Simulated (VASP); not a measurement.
Band structure of CoSi2 (fluorite). All values below come from vdW-DF-cx, VASP's PBE PAW potentials (set 64) (plane waves; VASP 6.6.1).

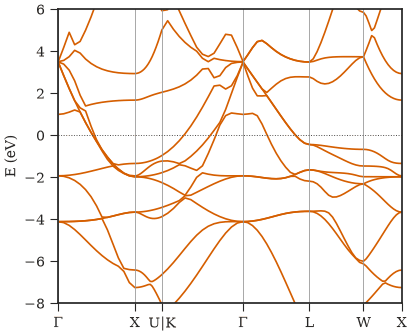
Figure. Bands along high-symmetry lines, zero at the valence-band maximum or, without a gap, the Fermi level

**Question.** Read the plot: is there a gap, and where are the band edges?

**Answer.** It has no gap at this level: it comes out as a metal or semimetal. (Edges off the drawn lines would not show.)

The compound is CoSi2 in the fluorite structure. It was relaxed first. The run is not spin-polarised, so no magnetic state was tried. The electron count is odd and the run is not spin-polarised, which forces a metal.
